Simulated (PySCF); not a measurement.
```xyz
3

S     0.0108    0.6223   -0.0046
H    -0.9653   -0.3090   -0.0203
H     0.9775   -0.3188    0.0001
```

Geometry: PBE0-D3(BJ)/def2-SVP.

Method: DFT single point, gas phase, functional wB97X (PySCF 2.14.0, density-fitted response routines).

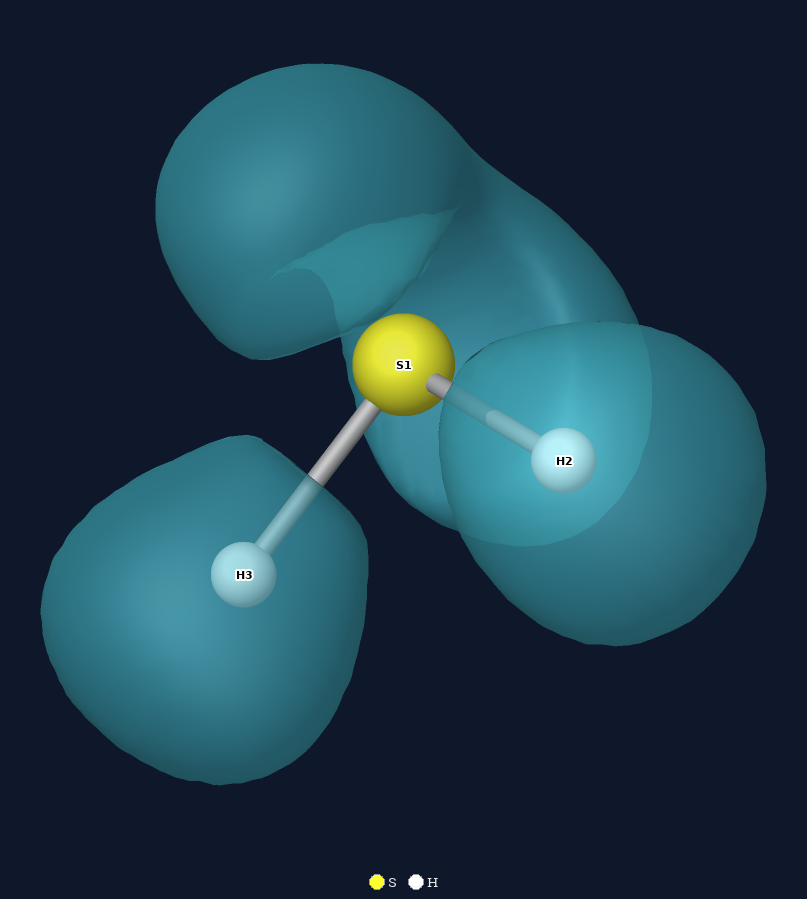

H2S (hydrogen sulfide). Isosurface of the ELF at 0.85 (cyan), seen at a tilt. Core shells and regions of very low density are left out.

Q: What do the ELF domains correspond to?

A: The ELF exceeds this value in two regions around hydrogen nuclei and one region wrapped around S (its lone pairs, merged into a ring or cap). Profiles from the grid: S–H (1.35 Å): the ELF climbs to about 1 towards the hydrogen, as it does in any bond to H.
